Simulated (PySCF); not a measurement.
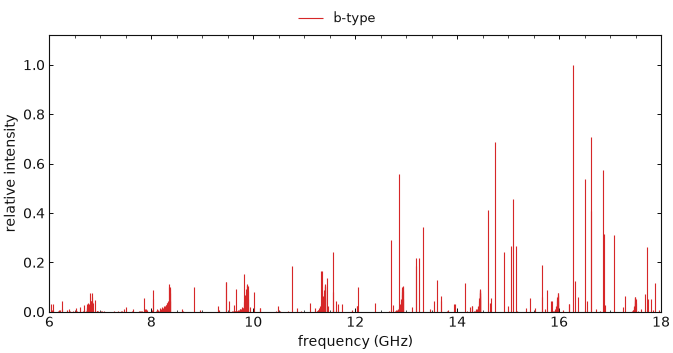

C₃H₂F₆O₂ ((CF3)2C(OH)2), SMILES OC(O)(C(F)(F)F)C(F)(F)F. Simulated rotational absorption lines between 6 and 18 GHz at 5 K: rigid rotor with the equilibrium constants and dipole of one optimised conformer (PBE0-D3(BJ)/def2-SVP, PySCF), commonest isotopes; no centrifugal distortion, hyperfine structure, internal rotation or nuclear-spin weights; lines within 1 MHz of each other are summed. Lines of different type are drawn apart.

**What are the rotational constants, and what kind of rotor is it?**

Rotational constants A, B, C = 1.703, 0.9676, 0.9155 GHz; Ray's κ = −0.87, an asymmetric top on the prolate side.

**Which dipole components drive the lines?**

|μa|, |μb|, |μc| = 0.04, 2.15, 0.04 D; b-type lines carry 100 % of the intensity in this range.

Known limits of this run: coarse grid, loose stop and no frequency check, small forces are noise and the end may be a saddle.
